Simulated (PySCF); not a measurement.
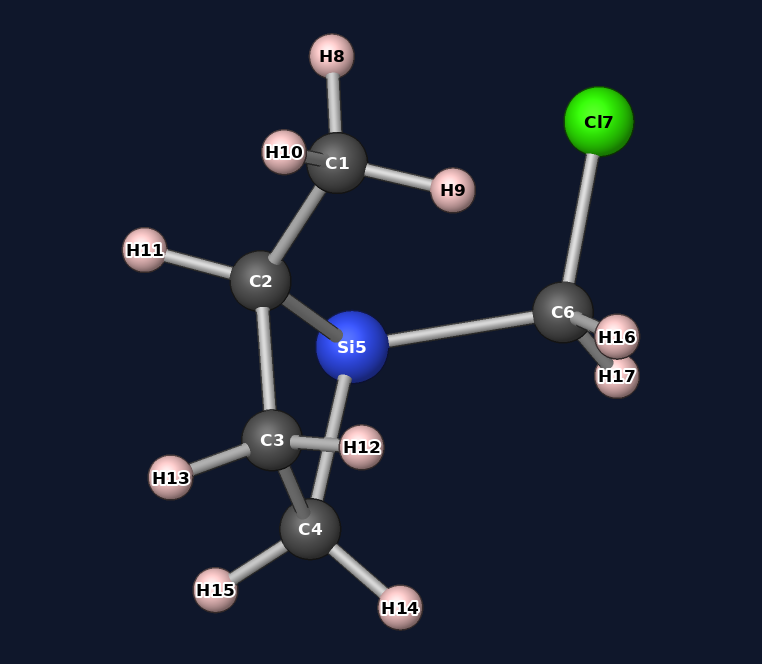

The questions are on Mulliken spin populations. State: neutral, doublet. The computed structure is the end point of a GFN2-xTB optimisation. No frequency run is at hand to confirm it as a minimum. Level of theory: UKS B3LYP, pcH-1 on C Cl H Si, non-relativistic (PySCF 2.14.0).

Give the Mulliken spin populations atom by atom.

| atom | value (e) |
| --- | --- |
| C1 | 0.00 |
| C2 | 0.06 |
| C3 | 0.01 |
| C4 | 0.04 |
| Si5 | 0.83 |
| C6 | 0.01 |
| Cl7 | 0.00 |
| H8 | 0.00 |
| H9 | 0.00 |
| H10 | 0.01 |
| H11 | 0.00 |
| H12 | 0.00 |
| H13 | 0.02 |
| H14 | 0.00 |
| H15 | 0.00 |
| H16 | 0.02 |
| H17 | 0.00 |

Mulliken values depend strongly on the basis set. The geometry is semi-empirical. Around Si such bond lengths and angles can be off by a tenth of an ångström or more and by several degrees, and values that hang on the shape move with them.
